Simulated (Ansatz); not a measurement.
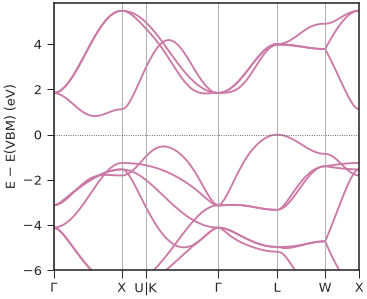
Band structure from PBE in the plane-wave PAW code Ansatz

Task: Read off the gap and where the band edges lie.

Result: About 0.8 eV (0.82 eV by a search for the band edges); maximum at L, minimum on the Γ–X line, 60 % of the way from Γ.

The material is TeO$_{2}$ (fluorite, space group No. 225).

Space group Fm-3m (fluorite). A made-up cell: these elements were put on the sites of a structure type; neither database checked (COD, Materials Project) lists it. COD files the formula under space group No. 19, 61, 92, 136, so this cell is another polymorph or a model. Whether it is the stable phase at ambient conditions was not checked. The PBE relaxation kept the symmetry of its start; its stability against distortions is not shown here. Scalar-relativistic: spin–orbit coupling is off unless named, which matters more the heavier the elements.

Potentials: the later of the program's two PAW sets.
